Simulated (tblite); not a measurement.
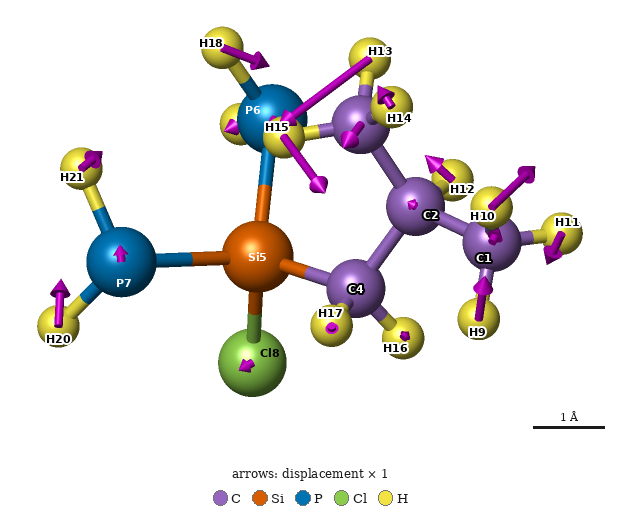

This is a relaxation of C4H13ClP2Si. The starting structure is drawn; purple arrows show the displacements, at their true length. The two geometries are superimposed by the best rigid fit.

A ball-and-stick model, seen at a tilt.

These are results of GFN2-xTB geometry optimisation, gas phase in tblite, not measurements. 

### Atoms of which element are displaced furthest, and by how much?

Hydrogen: up to 1.74 Å, against 0.66 Å for phosphorus.

### Describe the change and its energy.

The largest move after the best rigid fit is that of an H atom, 1.74 Å. Largest moves by element: H 1.74 Å, P 0.66 Å, C 0.63 Å, Cl 0.24 Å, Si 0.12 Å. Among the contacts that change: P–Si 2.172 → 2.274 Å, H–P 1.443 → 1.386 Å, P–Si 2.225 → 2.282 Å, C–Si 1.858 → 1.915 Å. Bond angles that change, for instance: H–P–H 112.0° → 92.5°, H–P–H 109.2° → 92.2°, Si–P–H 110.7° → 94.6°. Groups turn about C–C by about 60°, C–C by about 60°. The energy falls by 42.1 kcal/mol in 122 geometry steps. Cost: 2.8 s on 1 thread of Arm Neoverse N1, on a shared host.
